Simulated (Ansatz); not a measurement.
```xyz
24
Lattice="5.6310 5.6282 -0.0008 -0.0020 5.6295 5.6325 5.6152 -5.6131 5.6143" Properties=species:S:1:pos:R:3 pbc="T T T"
Si    8.3923   -2.7928    5.6221
Si    5.6381    2.8243    2.8357
Si    5.6496    0.0123    5.6153
Si    8.3719    2.8304    5.5976
Si    2.8187    2.7955    5.6397
Si    8.4111    5.6121    8.4666
Si    1.4138    1.4344    1.3893
Si    7.0087    4.2005    4.2009
Si    7.0096    1.4258    6.9752
Si    7.0426   -1.3808    4.2441
Ge    0.0127    0.0075    0.0329
Ge    2.7700    0.0099    2.8140
Ge    8.3999    0.0322    8.3933
Ge    5.6094   -2.8012    8.3952
Ge    5.6304    5.6190    5.6061
Ge    5.6572    2.8202    8.4509
Ge    4.2190    4.1739    1.4178
Ge    4.2417    1.4207    4.2370
Ge    9.7955    4.2598    6.9826
Ge    4.1785    7.0652    4.2247
Ge    1.4189    4.2017    4.2369
Ge    4.1936    4.2085    7.0228
Ge    7.0418    7.0480    7.0664
Ge    9.7955    1.4140    4.2183
```

Space group P1; a generated structure, not necessarily the stable one.

The calculation used DFT PBE, scalar-relativistic, plane waves, PAW in Ansatz 0.2.0.

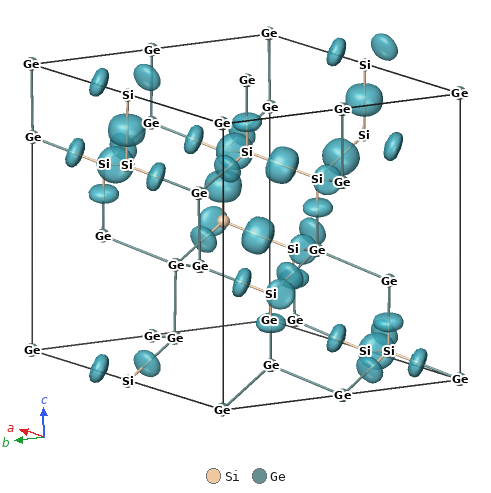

Si5Ge7. Isosurface of the electron localisation function at 0.85 (cyan), seen at an oblique angle. Only the valence region is drawn (cores and ρ < 0.01 e/Å³ removed). Sticks mark near contacts.

In a PAW calculation such maps are meaningful between the atoms, not at the nuclei.

Where are the electrons localised?

At this value the surface marks out 24 regions between bonded Ge–Si atoms (shared pairs) and eight regions between bonded Si–Si atoms (shared pairs), counted in one cell of 24 atoms. Regions shared between cells count once. Along the contacts the grid gives the following. Si–Si (2.37 Å): the ELF peaks at about 0.95 between the atoms: a shared electron pair. Si–Ge (2.41 Å): the ELF peaks at about 0.90 between the atoms; a covalent bond.
